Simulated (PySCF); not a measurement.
# C4H12O4Si, SMILES `CO[Si](OC)(OC)OC`: electronic structure

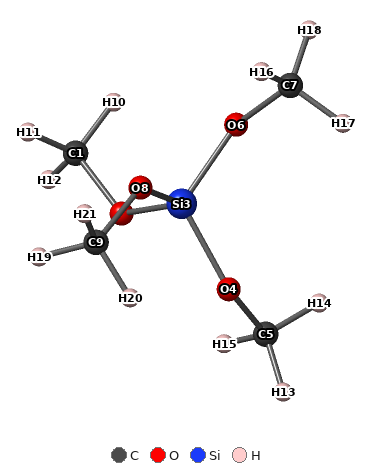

The molecule, with its atoms numbered as below. No frequency check shows the geometry to be a minimum.

Geometry (Å), atoms numbered from 1:

```
C1       1.7309   -1.6052    1.3523
O2       0.5487   -0.8495    1.2723
Si3      0.0001   -0.0011   -0.0001
O4      -1.2736    0.8460    0.5471
C5      -1.3577    1.6090    1.7242
O6       1.2735    0.8459   -0.5472
C7       1.3577    1.6086   -1.7245
O8      -0.5487   -0.8498   -1.2720
C9      -1.7310   -1.6055   -1.3519
H10      2.5900   -1.0033    1.0546
H11      1.6713   -2.4807    0.7022
H12      1.8439   -1.9256    2.3885
H13     -2.3984    1.9125    1.8427
H14     -0.7238    2.4953    1.6524
H15     -1.0434    1.0192    2.5856
H16      1.0433    1.0187   -2.5858
H17      0.7238    2.4950   -1.6529
H18      2.3984    1.9121   -1.8430
H19     -1.6713   -2.4809   -0.7017
H20     -2.5900   -1.0035   -1.0543
H21     -1.8439   -1.9261   -2.3881
```

Part 1: Bonding charge

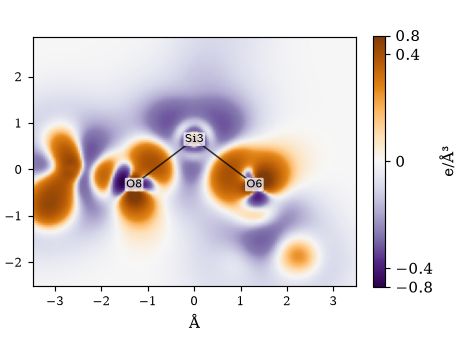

Deformation density (molecule less spherical, spin-averaged free atoms) in the plane of Si3, O6 and O8; colour scale in e/Å³, logarithmic beyond ±0.1; orange: gain, purple: loss.

Level of theory: M06-2X/6-31G* (PySCF), at a geometry from GFN2-xTB.

> Describe the bonding that the map shows.

Si3–O8 and Si3–O6: +0.08 e/Å³ at the bond critical point (bond length 1.62 Å, Mayer order 1.0); up to 0.6 Å beside the axis the gain reaches +0.35 e/Å³. In all, 4.7 electrons gather in the regions of gain relative to the promolecule. A small or negative value marks a very polar bond, one between electron-rich atoms, whose free-atom densities already overlap strongly, a long bond to a heavier atom, or a closed-shell contact such as a hydrogen bond.

> Where do the Hirshfeld charges lie?

The highest Hirshfeld charge is on Si3 (+0.53 e), the lowest on O2, O4, O6 and O8 (−0.25 e).

Part 2: Bond critical points

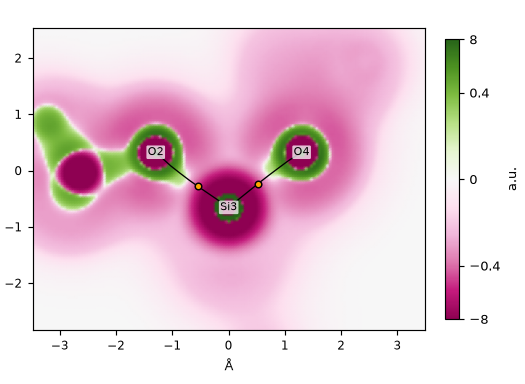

Negative Laplacian of the density (−∇²ρ) in the plane of O2, Si3 and O4 (green positive, pink negative, colour scale in a.u., logarithmic beyond ±0.04), with bond paths and bond critical points (dots).

> Sort the bonds in the plane by the sign of ∇²ρ at their critical points.

At none is it concentrated. Depleted (∇²ρ > 0): O2–Si3 and Si3–O4 (+1.08 a.u., H = −0.026).

> Where along O2–Si3 does the critical point lie?

0.96 Å from O2 and 0.66 Å from Si3.

Part 3: Local ionisation energy

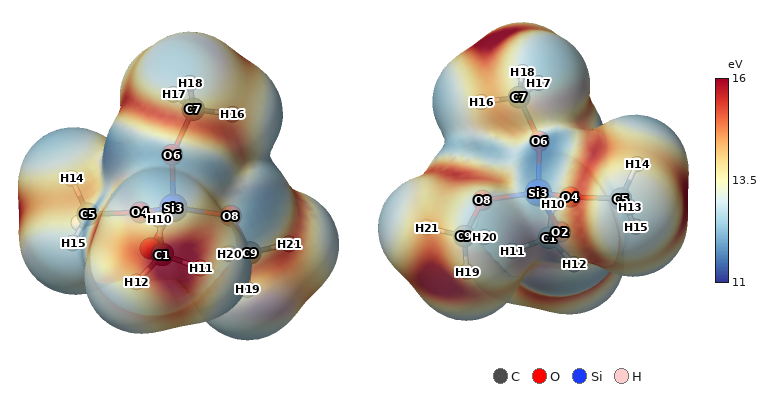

Average local ionisation energy on the surface of electron density 0.001 a.u. (back view left, front view right).

> Where are the most loosely bound electrons on this surface?

The lowest value is 11.8 eV, 1.8 Å from O2, and at like points elsewhere. Further minima include 12.2 eV, 1.8 Å from O2, and at like points elsewhere. For comparison, the highest occupied orbital lies at −9.4 eV.

> What volume does the surface enclose, and what is the dipole moment?

About 189 Å³; the dipole moment is 0.0 D.

Part 4: Excited states

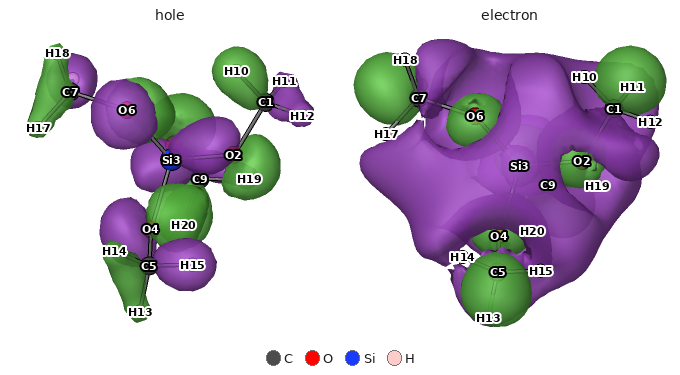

Leading natural transition orbital pair of S₄ (TDA singlet states); the surfaces enclose about 70 % of each orbital's density.

Method: B3LYP/6-31G*; geometry: GFN2-xTB; program: PySCF. Without diffuse functions Rydberg states are missing, so the states' numbers hold for this basis only.

> Where does the state lie, and where do hole and electron sit?

8.71 eV (142 nm), f = 0.001 (very weak); the leading pair carries 90 %; hole on O2, O4, O6 and O8 (15 % each) and Si3 (8 %), electron on Si3 (22 %), O2, O4, O6 and O8 (7 % each) and C1, C5, C7 and C9 (6 % each); their centroids lie 0.0 Å apart. In canonical orbitals it is mainly HOMO−3 → LUMO (90 %). The HOMO–LUMO gap is 9.24 eV.

Part 5: In an electric field

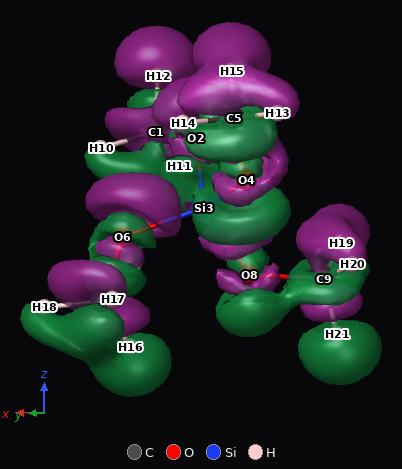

Change of the electron density in a uniform field of 0.21 V/Å, surfaces at ±0.0015 e/Å³ (green: gain, purple: loss).

Computed with PySCF, TPSS/6-31+G*, geometry: GFN2-xTB. The basis has diffuse s and p functions alone, which still leaves polarisabilities too small, most of all across bonds.

> Along which Cartesian direction does the field point?

Along +z: electrons gather on the −z side, against the field.

> How large is the response?

The induced dipole is 0.84 D (along the field); α along this axis, from the fields in both directions, is 83 bohr³ (12.3 Å³).

> Which atoms gain and lose the most charge?

Electrons gather most on H21 (Hirshfeld charge changes by −0.008 e) and leave H12 most (+0.008 e); 0.084 electrons are displaced in all.

Part 6: Localised orbitals

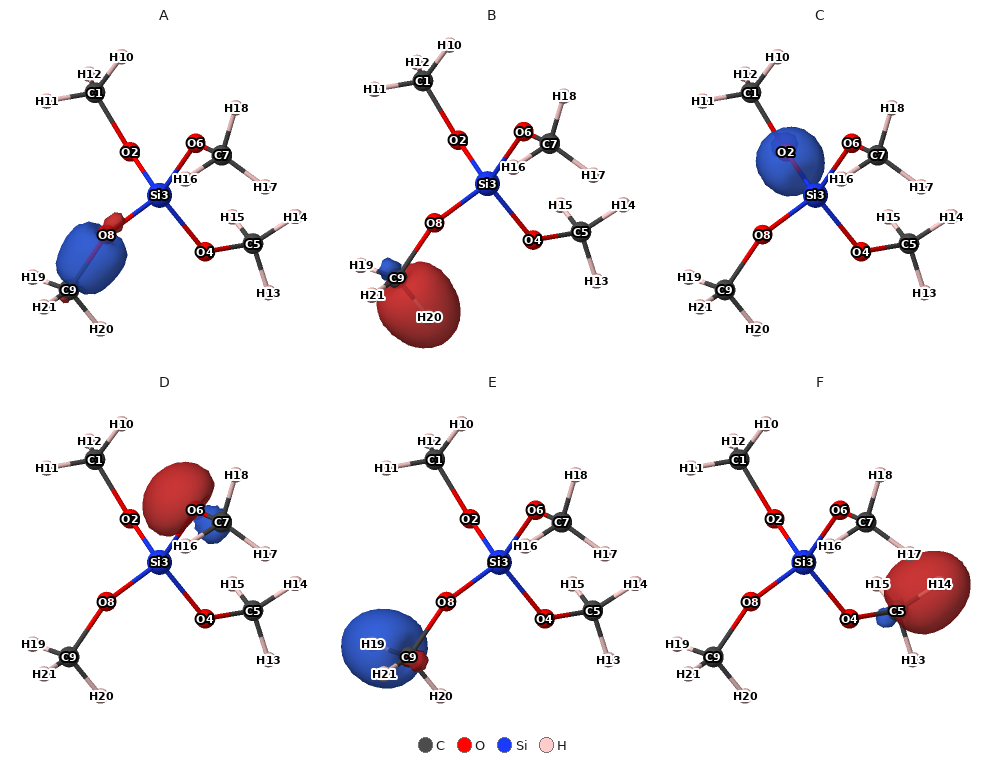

Foster–Boys orbitals, occupied; each surface holds about 70 % of the orbital's density. Energies are diagonal elements of the Fock matrix.

PySCF calculation, CAM-B3LYP/6-31+G*, gas phase; geometry: GFN2-xTB.

> Identify each orbital.

By panel:
- A: σ bond O8–C9 (O8 64 %, C9 36 %; −21.2 eV)
- B: σ bond C9–H20 (C9 55 %, H20 44 %; −15.1 eV)
- C: σ bond O2–Si3 (O2 79 %, Si3 20 %; −18.8 eV)
- D: lone pair on O6 (sp3.2-type) (O6 93 %, Si3 5 %; −14.7 eV)
- E: σ bond C9–H19 (C9 55 %, H19 45 %; −15.2 eV)
- F: σ bond C5–H14 (C5 55 %, H14 45 %; −15.2 eV)

> How do all the valence pairs divide up?

28 pairs: 20 σ bonds and 8 lone pairs.

The PySCF runs shown took 83 s, 12 min, 5.9 min and 72 s on 1 thread of Arm Neoverse V1 (shared host).
